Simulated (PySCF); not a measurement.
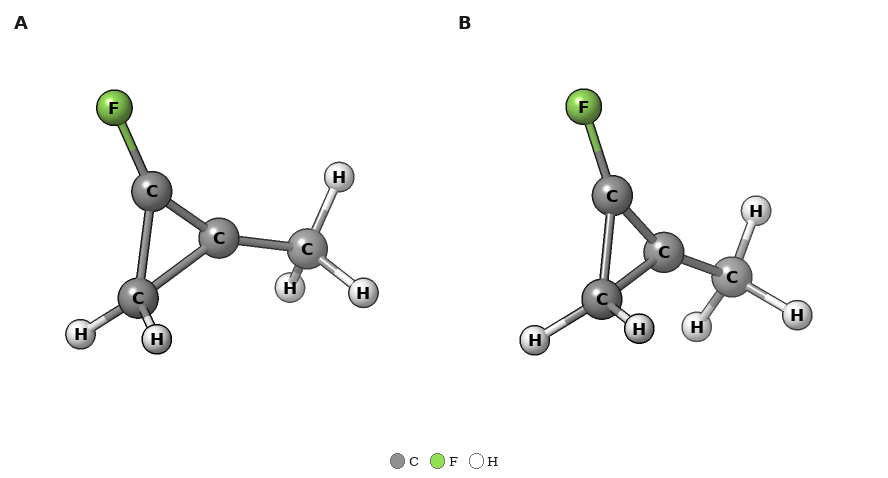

Distant atoms are faded towards the background colour. The computed structure is the end point of a PBE0-D3(BJ)/def2-SVP optimisation. No frequency run is at hand to confirm it as a minimum.

Can A be turned into B by a rotation alone?

Yes. They are the same structure, C4H5F (CC1=C(F)C1), seen from two directions. With point group Cs it is achiral, so its mirror image would be the same too.
